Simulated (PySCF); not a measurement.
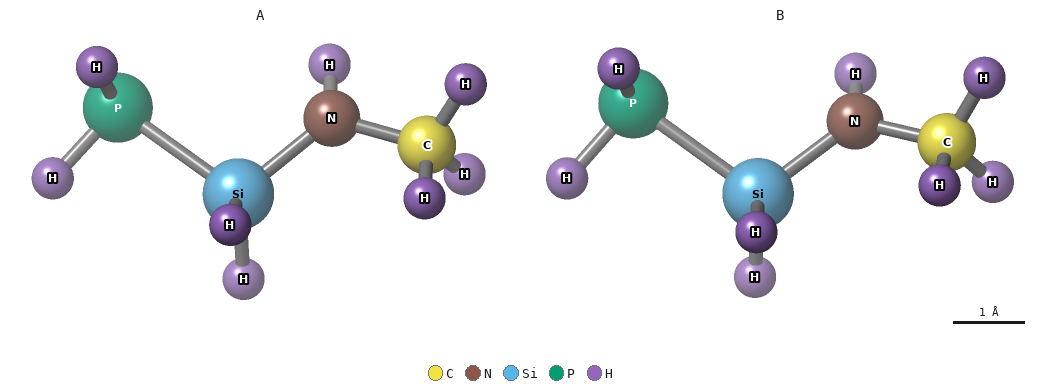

Two geometries of CH$_{8}$NPSi, drawn at one scale. One is the start of a relaxation, the other its converged end. The picture is a ball-and-stick view, seen face on.

Level of theory: PySCF, PBE0-D3(BJ)/def2-SVP geometry optimisation, gas phase. 

Q: Which geometry has the lower energy?

A: Structure B is the relaxed one. The start comes from GFN2-xTB. An H atom moves most after the best rigid fit: 0.29 Å. By element the largest moves are H 0.29 Å, N 0.16 Å, P 0.13 Å, Si 0.10 Å, C 0.07 Å. Some distances before and after: H–P 1.380 → 1.428 Å, H–Si 1.475 → 1.505 Å, P–Si 2.240 → 2.263 Å, N–Si 1.712 → 1.728 Å. Among the angles between lasting bonds that change: C–N–H 112.2° → 114.2°, H–C–H 108.8° → 106.7°, N–Si–P 103.6° → 105.6°. The energy falls by 2.87 kcal/mol in 7 geometry steps. Largest force component: 1.1 eV/Å at the start, 0.016 eV/Å at the end. The run took about 22 core-seconds on a shared host.
